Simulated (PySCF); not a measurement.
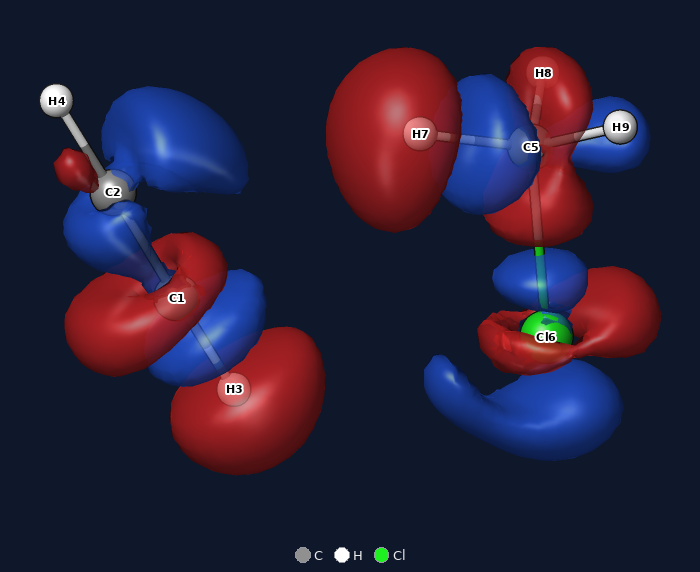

C₃H₅Cl, SMILES `C#C.CCl`. Density of the complex less the densities of the two fragments at the same geometry, ±0.002 e/Å³ (blue: gain, red: loss). Fragment A: H2C2 (atoms 1–4); fragment B: H3CCl.

PySCF calculation, r2SCAN/6-31+G*, gas phase; geometry: GFN2-xTB. GFN2-xTB bond lengths at metals and heavier atoms can be off by up to 0.1 Å and shapes distorted, which carries into these values.

Input

```python
import numpy as np
from pyscf import gto, scf, dft
from pyscf.scf import atom_ks, atom_hf
from scipy.linalg import block_diag
from pyscf.dispersion import dftd3

def solve(mol, dm0=None, hcore=None):
    mf = (dft.UKS if mol.spin else dft.RKS)(mol, xc='r2scan')
    mf.grids.level = 3
    mf = mf.density_fit(auxbasis='def2-universal-jkfit')
    mf.conv_tol, mf.max_cycle = 1e-8, 80
    if hcore is not None:
        mf.get_hcore = lambda *args: hcore
    mf.kernel(dm0)
    if not mf.converged:
        mf = mf.newton().run(mf.mo_coeff, mf.mo_occ, max_cycle=30)
    assert mf.converged, 'SCF not converged'
    return mf

mol = gto.M(atom='''
C     -2.06840    -0.63162     0.01039
C     -2.90256     0.22292    -0.00804
H     -1.32492    -1.37371     0.02716
H     -3.64351     0.96679    -0.02394
C      0.96928     1.16860     0.00617
Cl     1.55316    -0.50667    -0.00464
H     -0.11728     1.14580     0.00873
H      1.34372     1.66245    -0.88532
H      1.34835     1.65275     0.90102
''', basis='6-31+g*', charge=0, spin=0, verbose=4)
mol_a = gto.M(atom='''
C     -2.06840    -0.63162     0.01039
C     -2.90256     0.22292    -0.00804
H     -1.32492    -1.37371     0.02716
H     -3.64351     0.96679    -0.02394
ghost-C      0.96928     1.16860     0.00617
ghost-Cl     1.55316    -0.50667    -0.00464
ghost-H     -0.11728     1.14580     0.00873
ghost-H      1.34372     1.66245    -0.88532
ghost-H      1.34835     1.65275     0.90102
''', basis='6-31+g*', charge=0, spin=0, verbose=4)
mol_b = gto.M(atom='''
ghost-C     -2.06840    -0.63162     0.01039
ghost-C     -2.90256     0.22292    -0.00804
ghost-H     -1.32492    -1.37371     0.02716
ghost-H     -3.64351     0.96679    -0.02394
C      0.96928     1.16860     0.00617
Cl     1.55316    -0.50667    -0.00464
H     -0.11728     1.14580     0.00873
H      1.34372     1.66245    -0.88532
H      1.34835     1.65275     0.90102
''', basis='6-31+g*', charge=0, spin=0, verbose=4)
ab, a, b = solve(mol), solve(mol_a), solve(mol_b)
e_int = ab.e_tot - a.e_tot - b.e_tot
print('counterpoise-corrected interaction energy / kcal/mol', e_int * 627.5095)
def disp(atoms, charge):
    m = gto.M(atom=atoms, charge=charge, basis='sto-3g', spin=None, unit='Bohr', verbose=0)
    return dftd3.DFTD3Dispersion(m, xc='r2scan', version='d3bj').get_dispersion()['energy']
e_disp = disp(mol._atom, mol.charge) - disp(mol._atom[:4], mol_a.charge) - disp(mol._atom[4:], mol_b.charge)
print('D3(BJ) part / kcal/mol', e_disp * 627.5095)
# spherically averaged free atoms, for the promolecule
atm = atom_ks.get_atm_nrks(mol, xc='r2scan')
pro = block_diag(*[(atm[a[0]][2] * atm[a[0]][3]) @ atm[a[0]][2].T for a in mol._atom])
np.savez('result.npz', e_int=e_int, e_disp=e_disp, dm_a=a.make_rdm1(), dm_b=b.make_rdm1(), c=ab.mo_coeff, occ=ab.mo_occ, eps=ab.mo_energy, pro=pro, d=[f.dip_moment(verbose=0) for f in (ab, a, b)])
```

Launched as:

```sh
OMP_NUM_THREADS=1 python input.py
```

The run took 39 s on 1 thread of Arm Neoverse V2 (shared host), peak memory 0.43 GiB.

Partitions, critical points and surface values were worked out afterwards from this run's density.

How is the density rearranged on binding?

Hirshfeld charges show almost no net transfer (under 0.005 e). By Hirshfeld charges, electrons gather most on Cl6 (−0.007 e) and leave H7 most (+0.007 e); 0.04 e is displaced in all, which induces a dipole of 0.07 D.

What is the interaction energy, and which contacts carry it?

The counterpoise-corrected interaction energy of the frozen fragments is −1.7 kcal/mol without dispersion correction and −2.2 kcal/mol with D3(BJ). The pair geometry is semi-empirical, not a minimum at this level. Contacts: C1···H7, C–H···C contact, 2.64 Å, ρ = 0.008 a.u.; H3···Cl6, weak C–H hydrogen bond, 3.01 Å, ρ = 0.005 a.u. The pose is a local one from a semi-empirical search, not shown to be the most stable.
